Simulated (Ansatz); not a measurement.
## A ladder of methods for GeH2 (SMILES [H][Ge][H])

GeH2 has 3 atoms, charge 0, and is taken as a singlet. SMILES: `[H][Ge][H]`. Geometry: a GFN2-xTB relaxation, a rough one for these elements and not checked as a minimum.

```xyz
3

Ge    0.0046   -0.0091   -0.7810
H     1.0988   -0.0178    0.3984
H    -1.1034    0.0269    0.3826
```

Quantity: the energy change with the Ge1–H3 bond stretched from 1.607 to 4.018 Å, in eV. The values are calculated.

```
                      level                    kind  program  value (eV)  less FCI/STO-3G  CPU time (all runs)
   BLYP/STO-3G (restricted)                     GGA   Ansatz        6.13            +2.02                4.6 s
    PBE/STO-3G (restricted)                     GGA   Ansatz        6.27            +2.16                4.3 s
 r2SCAN/STO-3G (restricted)                meta-GGA   Ansatz        6.64            +2.53                9.3 s
  BHLYP/STO-3G (restricted)           global hybrid   Ansatz        7.76            +3.65                1.5 s
r2SCAN0/STO-3G (restricted)         hybrid meta-GGA   Ansatz        7.29            +3.18                3.9 s
  wB97X/STO-3G (restricted)  range-separated hybrid   Ansatz        8.16            +4.05                 18 s
    MP2/STO-3G (restricted)     perturbation theory   Ansatz        5.16            +1.05                0.4 s
 CCSDTQ/STO-3G (restricted)   coupled cluster or CI   Ansatz        4.11             0.00                 19 s
                 FCI/STO-3G      exact in the basis   Ansatz        4.11             0.00                1.3 s
```

FCI/STO-3G is exact within its basis and frozen core, so for wave-function methods in that basis the difference is their error; functionals converge differently with the basis, so for them it is only a difference. All-electron rows without a relativistic Hamiltonian named are non-relativistic. The first shape isn't each level's own minimum. The values span 4.11 to 8.16 eV. All rows use very small basis sets, so even the best lies far from the true value. In the correlated wave-function rows the outer d shell of Ge is correlated, in sets not made for it. Times are those of the runs behind each value, whatever else they computed, on shared processors of several kinds: orders of magnitude only.

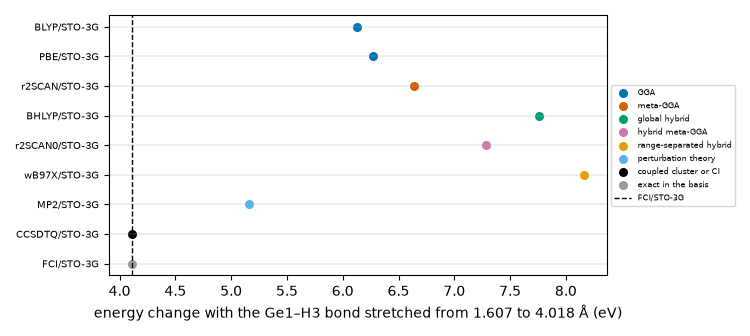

The values of the table, level by level.
